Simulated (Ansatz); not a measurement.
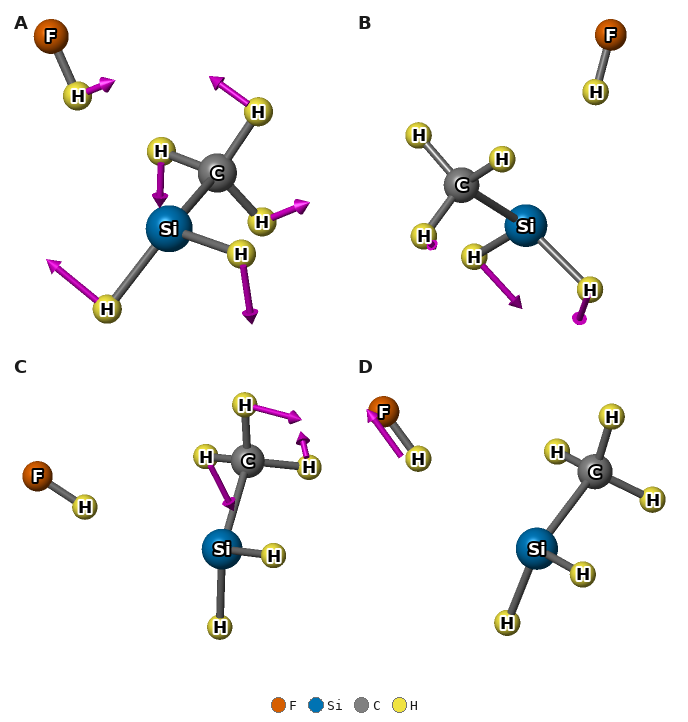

4 normal modes of one molecule or complex, as arrows. The species is neutral and a spin doublet. Harmonic vibrations computed with UKS PBE0-D4/def2-TZVP (Ansatz 0.2.0) at a stationary point of the same level.

**Match the panels to the wavenumbers 189 cm⁻¹, 929 cm⁻¹, 1444 cm⁻¹, 3765 cm⁻¹.**

A: 189 cm⁻¹
B: 929 cm⁻¹, H–Si–H bending
C: 1444 cm⁻¹, H–C–H bending
D: 3765 cm⁻¹, F–H stretching
